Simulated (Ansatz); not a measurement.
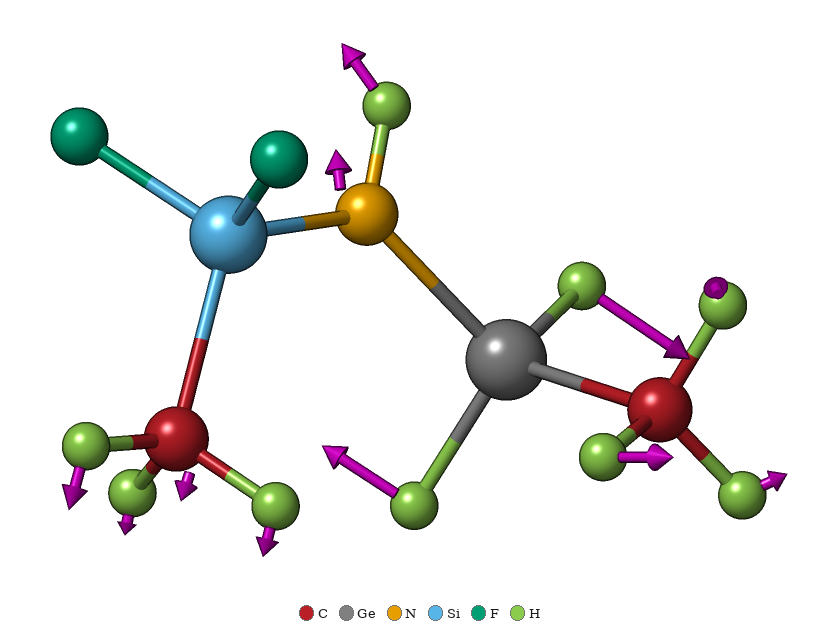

The arrows show one normal mode. Harmonic vibrations computed with RKS PBE0-D4/def2-TZVP (Ansatz 0.2.0) at a stationary point of the same level.

**At what wavenumber does it lie?**

582 cm⁻¹; it is mode 14 of 42 counted from the lowest.
